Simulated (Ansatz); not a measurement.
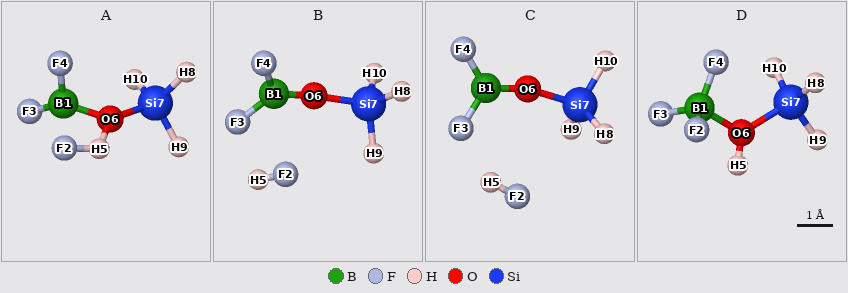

4 geometries from a converged minimum-energy path of BSiH4OF3, shuffled. Style: ball-and-stick. Shown at a tilt.

Computed with Ansatz, RHF/6-31G. Run with 5 movable images; climbing image; force threshold 0.05 eV/Å; iteration limit 60; starting path through a guess of the saddle point.

**Which of them lies highest in energy?**

A. In order along the path, whose images run from 0 to 6: D (image 0, 0.00 eV), A (image 2, +1.66 eV), B (image 4, +0.74 eV), C (image 6, +0.66 eV). Breaking: B1–F2 (1.39 → 1.67 at the top → 3.31 Å), H5–O6 (0.95 → 1.28 at the top → 2.91 Å). Forming: F2–H5 (2.63 → 1.13 at the top → 0.93 Å).
